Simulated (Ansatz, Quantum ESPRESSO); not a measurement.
# Conductance against width: vacuum gaps between two Nb(110) faces, part 3 of 4

Aim: how the conductance falls as the barrier grows, for vacuum gaps between two Nb(110) faces.

Quantum ESPRESSO 7.5; plane-wave DFT, PBE, GBRV ultrasoft pseudopotentials; cross-check by Ansatz 0.2.0 with PAW datasets.

So far. Step 2 (Self-consistent run, 4 Å): The run needed 15 iterations to bring the estimated error under 1e-07 Ry; the largest force on any atom, held or free, is 0.36 eV/Å. Step 3 (Transmission with pwcond.x, 4 Å): The run is unpolarised; a magnetic state was not tried, may lie lower and would change T.

## (4) Cross-check with Ansatz, 4 Å

A second code with its own PAW datasets, on the same atoms.

Level of this step: plane-wave DFT, PBE, Ansatz PAW (Ansatz 0.2.0).

The input, input.yaml:

```yaml
crystal:
  lattice:
    - [3.32, 0.0, 0.0]
    - [1.66, 2.3475945135, 0.0]
    - [0.0, 0.0, 39.2139177031]
  atoms:
    - { symbol: Nb, position: [0.0, 0.0, 0.0] }
    - { symbol: Nb, position: [0.5, 0.0, 0.05986636] }
    - { symbol: Nb, position: [0.0, 0.0, 0.11973272] }
    - { symbol: Nb, position: [0.5, 0.0, 0.1795990799] }
    - { symbol: Nb, position: [0.0, 0.0, 0.2394654399] }
    - { symbol: Nb, position: [0.5, 0.0, 0.2993317999] }
    - { symbol: Nb, position: [0.0, 0.0, 0.3591981599] }
    - { symbol: Nb, position: [0.5, 0.0, 0.4190645199] }
    - { symbol: Nb, position: [0.0, 0.0, 0.5210691201] }
    - { symbol: Nb, position: [0.5, 0.0, 0.5809354801] }
    - { symbol: Nb, position: [0.0, 0.0, 0.6408018401] }
    - { symbol: Nb, position: [0.5, 0.0, 0.7006682001] }
    - { symbol: Nb, position: [0.0, 0.0, 0.7605345601] }
    - { symbol: Nb, position: [0.5, 0.0, 0.8204009201] }
    - { symbol: Nb, position: [0.0, 0.0, 0.88026728] }
    - { symbol: Nb, position: [0.5, 0.0, 0.94013364] }
kpoints:
  mp_grid: { grid: [9, 10, 1] }
hamiltonian:
  xc: pbe
scf:
  occupations: { method: fermi_dirac, width: 0.1 }
  convergence: { dr2_threshold: 1.0e-08 }
output:
  transmission: { leads: [[0, 2]], e_range: [-0.4, 0.4], de: 0.4, kmesh: [8, 8] }
  write_potential: true
  write_density: true
  volumetric_format: npy
  elf: true
```

Command:

```sh
$ ansatz run input.yaml --threads 4 --pin off --max-ram 16384MiB --backend cpu --events-out ev --progress --plain --runs-dir out
```

Numbers of over 12 decimals in the logs are rounded to 6 here.

What it wrote:

```text
Warning: crystal.symmetry: narrowed to the stabiliser of the k-point mesh — unitary ops 8 → 4; excluded 4 operations that carry a point of the 9×10×1 mesh (shift [0, 0, 0]) off the mesh (the run samples exactly the mesh kpoints.mp_grid names, as under crystal.symmetry.detect: false, and its converged state has the mesh's symmetry, not the crystal's; ε∞, the Born charges and the force constants of a linear response (`dielectric:` by the response, `phonons.method: dfpt`) are averaged over those of the crystal's operations that the state keeps within a tolerance, where `mesh_tensors`, `unaveraged_element` or `gamma_mean_max_change_ev_ang2` stands beside them; [rest of the remark cut]
Engine: ansatz 0.2.0, aarch64-unknown-linux-gnu
Pseudopotentials: kind: paw
Pseudopotential: Nb, paw, valence charge 13, recommended cutoff 420 eV (normal), Nb.paw.azcp
Functional definition: PBE
  parameter kappa = 0.804
  parameter beta = 0.066725
  exchange = pbe_x(kappa = kappa, mu = beta*pi^2/3)
  correlation = pbe_c(beta = beta)
Crystal: 16 atoms, lattice volume = 305.634 Å³
Basis set: ecut = 420 eV, 5993 PW (Γ)
Bands: 125, of which v1, the nominal top of the filled ones, is band 104 counted from 1 (103 counted from 0)
Symmetry: 4 space group operations
k-points: 46 of 90
Non-local potential: Nb, projectors of the file, l = 0: 3, l = 1: 2, l = 2: 2, l = 3: 1
PAW form: soft (Blöchl's): semilocal exchange-correlation on the pseudo side does not see the compensation charge
PAW one-centre angular grid: Nb, 590 points (default); XC on 64 Gauss nodes
Initial density: superposition of atomic densities (neutral atoms: chi_scale 0, normalization atom), corrected by the library's trained network
Initial wavefunctions: pseudopotential atomic-orbital guess
Functional: x = pbe(κ = 0.804, μ = 0.219515), c = pbe(β = 0.066725)
SCF iter   1: F=—  HF=-72835.549179 eV  |F-HF|=—  |Δ(HF+E_count)|=         —  Δρ=1.11e-2  dr2=5.29e1  ethr=1.77e-3  ⟨swp⟩=5.4  Hψ=22168  notcnv=0  defer=1
preconditioner: auto → Kerker (q_TF=auto, 2.559 Å⁻¹)  [metal: Δε(μ)=0.002 eV  Ē_g=3.448 eV  σ=0.100 eV  W_gap=0.01  n_scr=82 (ndim 8)  ℏωp=19.0 eV  f_vac=0.000  D(μ)=23.75/eV (n_scr^D=260)]
SCF iter   2: F=—  HF=-72835.401951 eV  |F-HF|=—  |Δ(HF+E_count)|=   1.47e-1  Δρ=5.21e-3  dr2=1.22e1  ethr=1.77e-3  ⟨swp⟩=1.0  Hψ=6626  notcnv=0  defer=2
SCF iter   3: F=—  HF=-72835.356781 eV  |F-HF|=—  |Δ(HF+E_count)|=   4.52e-2  Δρ=1.04e-3  dr2=7.84e-3  ethr=1.77e-3  ⟨swp⟩=1.0  Hψ=5726  notcnv=0  defer=2
SCF iter   4: F=—  HF=-72835.356053 eV  |F-HF|=—  |Δ(HF+E_count)|=   7.28e-4  Δρ=2.79e-4  dr2=7.95e-3  ethr=3.77e-6  ⟨swp⟩=2.0  Hψ=7032  notcnv=0  defer=4
SCF iter   5: F=—  HF=-72835.355888 eV  |F-HF|=—  |Δ(HF+E_count)|=   1.64e-4  Δρ=1.24e-4  dr2=1.82e-4  ethr=3.77e-6  ⟨swp⟩=1.0  Hψ=5726  notcnv=0  defer=4
SCF iter   6: F=—  HF=-72835.355861 eV  |F-HF|=—  |Δ(HF+E_count)|=   2.71e-5  Δρ=4.41e-5  dr2=3.91e-5  ethr=8.77e-8  ⟨swp⟩=2.0  Hψ=7283  notcnv=0  defer=4
SCF iter   7: F=—  HF=-72835.355856 eV  |F-HF|=—  |Δ(HF+E_count)|=   5.62e-6  Δρ=7.73e-6  dr2=3.26e-6  ethr=1.88e-8  ⟨swp⟩=2.0  Hψ=6720  notcnv=0  defer=4
SCF iter   8: F=—  HF=-72835.355442 eV  |F-HF|=—  |Δ(HF+E_count)|=   4.14e-4  Δρ=1.69e-6  dr2=2.12e-7  ethr=1.57e-9  ⟨swp⟩=1.6  Hψ=6076  notcnv=0  defer=3
SCF iter   9: F=-72835.355442 eV  HF=-72835.355442 eV  |F-HF|=5.53e-10  |Δ(HF+E_count)|=   1.86e-9  Δρ=2.94e-7  dr2=7.62e-10  ethr=4.81e-12  ⟨swp⟩=7.5  Hψ=16106  notcnv=0
SCF 1 converged in 9 iterations: F = -72835.355442 eV  dr2 = 7.62e-10
  greatest PAW one-centre occupation: 0.998 electrons in one spin orbital (limit 2), on the Nb atom at site 9 (counted from 0), in its partial waves of l = 0
transmission: 236 of 2346 steps passed
transmission: 470 of 2346 steps passed
[...]
transmission: 2346 of 2346 steps passed
SCF converged after 9 iterations
Free energy (F): -72835.355442 eV
Harris-Foulkes:  -72835.355442 eV  (|F-HF|=5.53e-10)
Internal energy: -72834.540208 eV  (E = F + TS)
E sigma→0 (E₀):  -72834.947825 eV
Entropy (-TS):   -0.815234 eV (-50.952 meV/atom)
Fermi energy:    16.636698 eV
--- Per-component energies (eV) ---
  E_band       = -1326.354169
  E_kinetic    = 6306.399943
  E_local      = -17422.258748  (includes V_loc(G=0)·N_el)
  E_nonlocal   = 1919.153881
  E_hartree    = 6497.056550
  E_xc         = -2804.625937
  E_vxc        = -3401.794803  (∫ρ·V_xc dr)
  E_paw        = -49174.255514  (= ΣΔE_a)
  E_vpaw       = -1721.970074  (= ΣTr[D̂ρ^β])
  E_aug_tail   = 0.000097  (compensation charges beyond the density's cutoff)
  E_ewald      = -18156.010480
  E_smearing   = -0.815234  (= −TS)
  E_closure    = 0.000000  (closes the sum)
  Σ components = -72835.355442   (vs F -72835.355442, Δ=0.00e0)
--- Band table (eV; the first three rows and the last of 46) ---
  k-point 0: bands = [... 100 lower, 16.7835, 16.8591, 16.8924, 16.9196, 16.9604, 16.9610, 16.9810, 17.0180, ... 17 higher]
  k-point 1: bands = [... 100 lower, 16.7824, 16.8453, 16.8555, 16.8838, 16.8997, 16.9173, 16.9248, 16.9275, ... 17 higher]
  k-point 2: bands = [... 100 lower, 16.6712, 16.7265, 16.7296, 16.7739, 16.8061, 16.8649, 16.8911, 17.0102, ... 17 higher]
  k-point 45: bands = [... 100 lower, 16.4763, 16.6184, 16.7373, 16.8101, 17.2644, 17.3079, 17.4541, 17.4843, ... 17 higher]
--- Transmission ---
  basis      : 67 plane waves across, 69 finite elements along
  points     : 34, standing for a mesh of 8 x 8
  energies   : 3 from -0.400000 to 0.400000 eV about the Fermi level, 0.400000 eV apart; the leads are filled to 0.000000 eV, and channels, transmission and decay are at 0.000000 eV
  crystal 0  : Nb2, at the sites [0, 2], period 4.6952 Å, over 37.56 Å; its Hamiltonian steps by up to 3.0 meV
    offset         : up to 0.0000 Å between an atom of the period and one for which it stands
    channels       : 1.671875e0 a spin
    conductance    : none, the energies end too early or step too widely for 300 K: set another output.transmission.e_range or a lower de, or, where they end at an eighth of basis.ecutwfc, a higher one
    slowest decay  : 0.1025 /Å at (-0.2500, 0.1250)
  junction   : crystal 0 to crystal 0, -0.48 to 34.04 Å
    transmission   : 4.568685e-1 a spin
    conductance    : none, the energies end too early or step too widely for 300 K: set another output.transmission.e_range or a lower de, or, where they end at an eighth of basis.ecutwfc, a higher one
```

Elapsed: 49 s, on 4 threads of Arm Neoverse V1, shared host; peak memory 1.8 GiB; 3 min of CPU time.

This step gave:

* free energy: -72835.3554 eV
* energy at zero smearing: -72834.9478 eV
* smearing term TS: 0.8152 eV
* Fermi energy: 16.64 eV
* symmetry operations: 4
* transmission at the Fermi level, one spin: 0.4569
* lead channels at the Fermi level, one spin: 1.672
* step of the lead's Hamiltonian over a period: 3 meV

Per spin; mean over the k mesh across the current. Transmission, zone mean against energy, zero at the Fermi level:

| energy (eV) | transmission, zone mean |
| --- | --- |
| -0.400 | 0.352 |
| 0.000 | 0.457 |
| 0.400 | 0.448 |

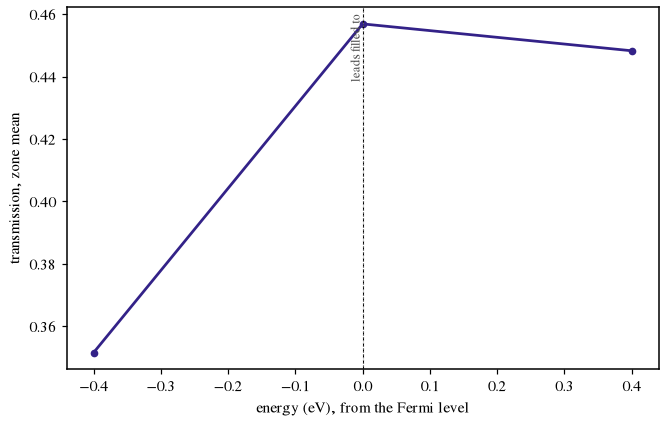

Transmission, zone mean against energy.

Per spin; mean over the k mesh across the current. Table of open channels, zone mean by energy, zero at the Fermi level:

| energy (eV) | open channels, zone mean |
| --- | --- |
| -0.400 | 2.20 |
| 0.000 | 1.67 |
| 0.400 | 1.09 |

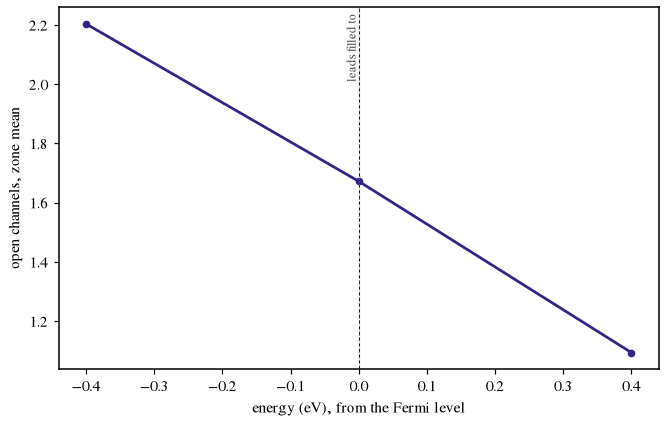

Open channels, zone mean, plotted against energy.

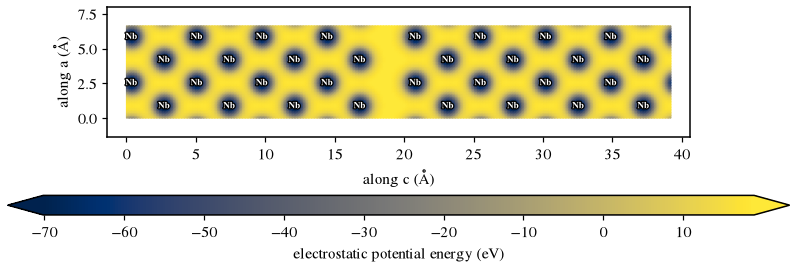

Electrostatic potential energy in the ca plane at fractional y = 0.000, with atoms of Nb within 0.2 Å of it. With pseudopotentials it is smooth inside the atoms' cores, unlike the true potential. The map starts off the cell's origin, so that atoms lie inside it.

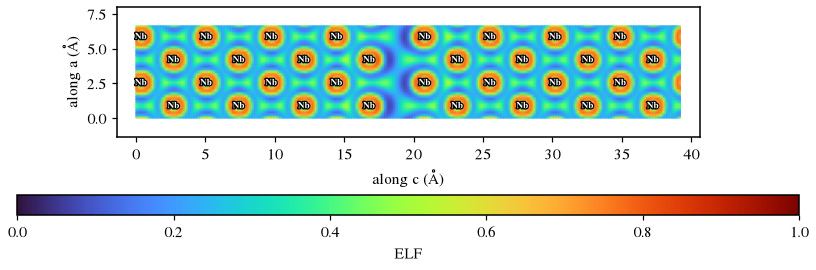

ELF in the ca plane at fractional y = 0.000, with atoms of Nb within 0.2 Å of it. It is the smooth field of the valence electrons, not physical close to the nuclei. The map starts off the cell's origin, so that atoms lie inside it.

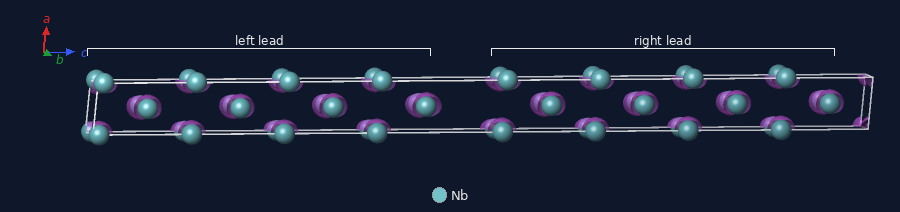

Surface of ELF = 0.72.

Ansatz finds T = 0.457 against pwcond's 0.462.

## (5) SCF with pw.x, 5 Å

Level of this step: plane-wave DFT, PBE, GBRV ultrasoft pseudopotentials (Quantum ESPRESSO 7.5).

The input, j1.scf.in:

```
&control
  prefix = 'j1.scf'
  outdir = './out'
  pseudo_dir = './pseudo'
  calculation = 'scf'
  tprnfor = .true.
/
&system
  ibrav = 0
  nat = 16
  ntyp = 1
  ecutwfc = 40
  ecutrho = 200
  occupations = 'smearing'
  smearing = 'mv'
  degauss = 0.01
/
&electrons
  conv_thr = 1e-07
  mixing_beta = 0.25
  electron_maxstep = 120
  mixing_mode = 'local-TF'
/
ATOMIC_SPECIES
  Nb  92.9064  nb_pbe_v1.uspp.F.UPF
CELL_PARAMETERS angstrom
  3.32000000000000 0.00000000000000 0.00000000000000
  1.66000000000000 2.34759451353934 0.00000000000000
  0.00000000000000 0.00000000000000 40.21391770309007
ATOMIC_POSITIONS crystal
  Nb  0.000000000000 0.000000000000 0.000000000000
  Nb  0.500000000000 0.000000000000 0.058377662452
  Nb  0.000000000000 0.000000000000 0.116755324904
  Nb  0.500000000000 0.000000000000 0.175132987356
  Nb  0.000000000000 0.000000000000 0.233510649808
  Nb  0.500000000000 0.000000000000 0.291888312259
  Nb  0.000000000000 0.000000000000 0.350265974711
  Nb  0.500000000000 0.000000000000 0.408643637163
  Nb  0.000000000000 0.000000000000 0.532978700385
  Nb  0.500000000000 0.000000000000 0.591356362837
  Nb  0.000000000000 0.000000000000 0.649734025289
  Nb  0.500000000000 0.000000000000 0.708111687741
  Nb  0.000000000000 0.000000000000 0.766489350192
  Nb  0.500000000000 0.000000000000 0.824867012644
  Nb  0.000000000000 0.000000000000 0.883244675096
  Nb  0.500000000000 0.000000000000 0.941622337548
K_POINTS automatic
  9 10 1 0 0 0
```

Command:

```sh
$ OMP_NUM_THREADS=1 mpirun -n 4 pw.x -nk 4 -in j1.scf.in > j1.scf.out
```

What it wrote:

```text
[banner, memory and clock lines left out]
Program PWSCF v.7.5 starts
[...]
Message from routine setup:
[...]
number of electrons       =       208.00
     number of Kohn-Sham states=          125
     kinetic-energy cutoff     =      40.0000  Ry
     charge density cutoff     =     200.0000  Ry
[...]
number of k points=    46  Marzari-Vanderbilt smearing, width (Ry)=  0.0100
[...]
Dense  grid:   101095 G-vectors     FFT dimensions: (  30,  25, 360)
[...]
Starting wfcs are  208 randomized atomic wfcs
[...]
estimated scf accuracy    <      36.36450425 Ry
[...]
estimated scf accuracy    <       9.96935109 Ry
[...]
estimated scf accuracy    <       0.49869486 Ry
[...]
estimated scf accuracy    <       0.32486458 Ry
[...]
estimated scf accuracy    <       0.02183428 Ry
[...]
estimated scf accuracy    <       0.00205746 Ry
[...]
estimated scf accuracy    <       0.00442001 Ry
[...]
estimated scf accuracy    <       0.00079311 Ry
[...]
estimated scf accuracy    <       0.00030833 Ry
[...]
estimated scf accuracy    <       0.00022161 Ry
[...]
estimated scf accuracy    <       0.00001646 Ry
[...]
estimated scf accuracy    <       0.00000475 Ry
[...]
estimated scf accuracy    <       0.00000038 Ry
[...]
the Fermi energy is    16.2805 ev
!    total energy              =   -1886.77252959 Ry
     estimated scf accuracy    <       0.00000004 Ry
     smearing contrib. (-TS)   =       0.00271634 Ry
     internal energy E=F+TS    =   -1886.77524593 Ry
[...]
one-electron contribution =   -1381.71442161 Ry
     hartree contribution      =     789.23010464 Ry
     xc contribution           =    -294.57745221 Ry
     ewald contribution        =    -999.71347675 Ry
     convergence has been achieved in  14 iterations
[...]
Total force =     0.017915     Total SCF correction =     0.001378
[...]
```

Wall time 9.3 min (4 MPI ranks); peak memory 1.8 GiB; 37 min of CPU time.

Read from the output:

| Property | Result |
| --- | --- |
| free energy | -25670.8480 eV |
| Fermi energy | 16.28 eV |

## (6) The open system, 5 Å

The input, j1.cond.in:

```
&inputcond
  outdir = './out'
  prefixt = 'j1.scf'
  tran_file = 'j1.cond.dat'
  bdl = 1.4142135633
  bds = 12.1126258133
  ikind = 1
  ewind = 4.0
  epsproj = 1e-05
  nz1 = 7
  energy0 = 0.4
  denergy = -0.4
/
21
  0.00000000 0.00000000 0.01562500
  0.00000000 0.12500000 0.03125000
  0.00000000 0.25000000 0.03125000
  0.00000000 0.37500000 0.03125000
  0.00000000 0.50000000 0.01562500
  0.12500000 0.00000000 0.06250000
  0.12500000 0.25000000 0.06250000
  0.12500000 0.37500000 0.06250000
  0.12500000 0.50000000 0.06250000
  0.25000000 0.00000000 0.06250000
  0.25000000 0.12500000 0.03125000
  0.25000000 0.37500000 0.06250000
  0.25000000 0.50000000 0.06250000
  0.25000000 0.62500000 0.03125000
  0.37500000 0.00000000 0.06250000
  0.37500000 0.12500000 0.06250000
  0.37500000 0.50000000 0.06250000
  0.37500000 0.62500000 0.06250000
  0.50000000 0.00000000 0.03125000
  0.50000000 0.12500000 0.06250000
  0.50000000 0.25000000 0.03125000
3
```

Command:

```sh
$ OMP_NUM_THREADS=1 mpirun -n 4 pwcond.x -in j1.cond.in > j1.cond.out
```

What it wrote:

```text
[banner, memory and clock lines left out]
Program PWCOND v.7.5 starts
[citation notice left out]

[...]
./out/j1.scf.save/

     IMPORTANT: XC functional enforced from input :
     Exchange-correlation= PBE
                           (   1   4   3   4   0   0   0)
     Any further DFT definition will be discarded
     Please, verify this is what you really want

     Check: negative core charge=   -0.000002
     Reading collected, re-writing distributed wavefunctions

===== INPUT FILE containing all the regions =====

     GEOMETRY:

[...]
---  E-Ef =   -0.4000000  k =    0.5000000   0.2500000
---  ie =          3  ik =         21
 Nchannels of the left tip =            1
 Right moving states:
   k1(2pi/a)   k2(2pi/a)   E-Ef (eV)
   0.3756470   0.0000065  -0.4000000
 Left moving states:
   k1(2pi/a)   k2(2pi/a)   E-Ef (eV)
  -0.3756470   0.0000065  -0.4000000

 to transmit
 Band j to band i transmissions and reflections:
    j         i     |T_ij|^2    |R_ij|^2

    1 -->     1     0.03249     0.96751
   Total T_j, R_j =    0.03249  0.96751

E-Ef(ev), T(x2 spins) =   -0.4000000   0.0649725
   T_tot     0.40000      0.32489E+00
   T_tot     0.00000      0.57035E+00
   T_tot    -0.40000      0.73566E+00

[...]
```

Run time: 2 min. Hardware: 4 MPI ranks; peak memory 0.28 GiB; 8.1 min of CPU time.

This step gave:

| Quantity | Value |
| --- | --- |
| lead channels at the Fermi level, one spin | 1.641 |
| transmission at the Fermi level, one spin | 0.2852 |
| conductance | 0.2852 G₀ |

Per spin; mean over the k mesh across the current. Transmission, zone mean against energy, zero at the Fermi level:

```
energy (eV)  transmission, zone mean
     -0.400                    0.368
      0.000                    0.285
      0.400                    0.162
```

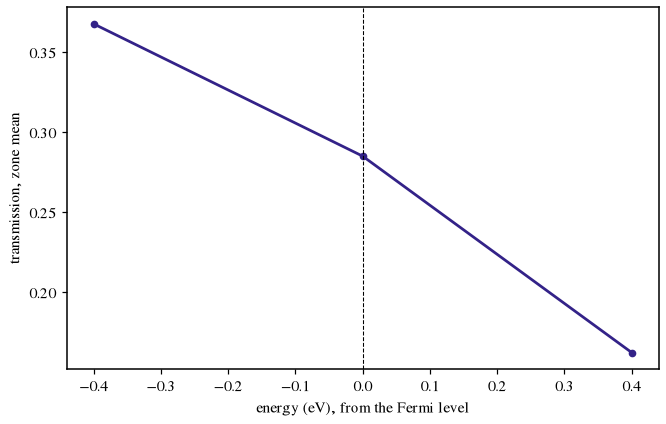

Transmission, zone mean against energy.

The run is unpolarised; a magnetic state was not tried, may lie lower and would change T.

T goes from 0.462 to 0.285, a factor of 1.6.

## (7) The same in Ansatz, 5 Å

Level of this step: plane-wave DFT, PBE, Ansatz PAW (Ansatz 0.2.0).

input.yaml, the sections that differ from step 4:

```yaml
crystal:
  lattice:
    - [3.32, 0.0, 0.0]
    - [1.66, 2.3475945135, 0.0]
    - [0.0, 0.0, 40.2139177031]
  atoms:
    - { symbol: Nb, position: [0.0, 0.0, 0.0] }
    - { symbol: Nb, position: [0.5, 0.0, 0.0583776625] }
    - { symbol: Nb, position: [0.0, 0.0, 0.1167553249] }
    - { symbol: Nb, position: [0.5, 0.0, 0.1751329874] }
    - { symbol: Nb, position: [0.0, 0.0, 0.2335106498] }
    - { symbol: Nb, position: [0.5, 0.0, 0.2918883123] }
    - { symbol: Nb, position: [0.0, 0.0, 0.3502659747] }
    - { symbol: Nb, position: [0.5, 0.0, 0.4086436372] }
    - { symbol: Nb, position: [0.0, 0.0, 0.5329787004] }
    - { symbol: Nb, position: [0.5, 0.0, 0.5913563628] }
    - { symbol: Nb, position: [0.0, 0.0, 0.6497340253] }
    - { symbol: Nb, position: [0.5, 0.0, 0.7081116877] }
    - { symbol: Nb, position: [0.0, 0.0, 0.7664893502] }
    - { symbol: Nb, position: [0.5, 0.0, 0.8248670126] }
    - { symbol: Nb, position: [0.0, 0.0, 0.8832446751] }
    - { symbol: Nb, position: [0.5, 0.0, 0.9416223375] }
# kpoints, hamiltonian, scf, output: as in step 4
```

Command:

```sh
$ ansatz run input.yaml --threads 4 --pin off --max-ram 16384MiB --backend cpu --events-out ev --progress --plain --runs-dir out
```

What it wrote:

```text
[...]
Crystal: 16 atoms, lattice volume = 313.428 Å³
Basis set: ecut = 420 eV, 6121 PW (Γ)
Bands: 125, of which v1, the nominal top of the filled ones, is band 104 counted from 1 (103 counted from 0)
Symmetry: 4 space group operations
k-points: 46 of 90
[...]
k-point 45: bands = [... 100 lower, 15.9691, 16.1025, 16.2777, 16.3682, 16.7181, 16.7564, 17.0209, 17.0481, ... 17 higher]
--- Transmission ---
  basis      : 67 plane waves across, 70 finite elements along
  points     : 34, standing for a mesh of 8 x 8
[...]
channels       : 1.671875e0 a spin
[...]
slowest decay  : 0.1025 /Å at (-0.2500, 0.1250)
  junction   : crystal 0 to crystal 0, -0.48 to 35.04 Å
    transmission   : 2.834784e-1 a spin
[...]
[key lines of the parts left out:]
SCF converged after 9 iterations
Free energy (F): -72834.937109 eV
Fermi energy:    16.124314 eV
```

It took 54 s on 4 threads; peak memory 1.8 GiB; 3.3 min of CPU time.

This step gave:

* free energy: -72834.9371 eV
* energy at zero smearing: -72834.5344 eV
* smearing term TS: 0.8055 eV
* Fermi energy: 16.12 eV
* transmission at the Fermi level, one spin: 0.2835
* lead channels at the Fermi level, one spin: 1.672
* step of the lead's Hamiltonian over a period: 3.5 meV

Per spin; mean over the k mesh across the current. Transmission, zone mean against energy, zero at the Fermi level:

| energy (eV) | transmission, zone mean |
| --- | --- |
| -0.400 | 0.330 |
| 0.000 | 0.283 |
| 0.400 | 0.159 |

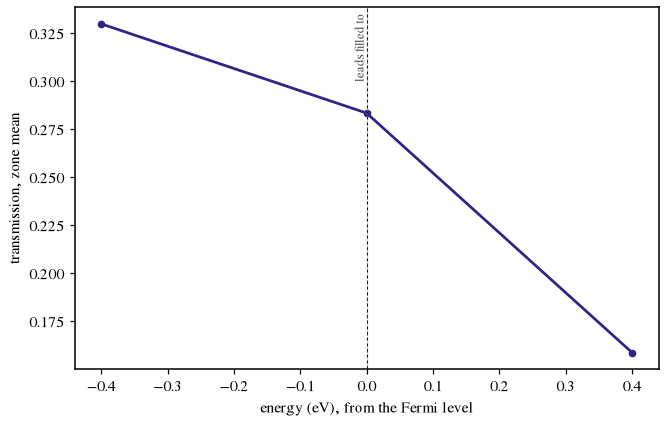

Transmission, zone mean, plotted against energy.

Ansatz finds T = 0.283 against pwcond's 0.285.

(Part 3 of 4 ends here.)

[Logs are printed without paths, hosts, clocks, repeated set-up lines and the standing remarks that a program may print on its own settings, such as how far it seeks lower states.]

[Hosts, paths, dates, database ids (printed as entryN), source tags and the programs' standing remarks are cut or masked in the printed files.]

[Maps of the electrostatic potential energy from Ansatz leave out the sawtooth potential of an applied field or a dipole correction, so their vacuum need not be flat; planar profiles and work functions include it.]
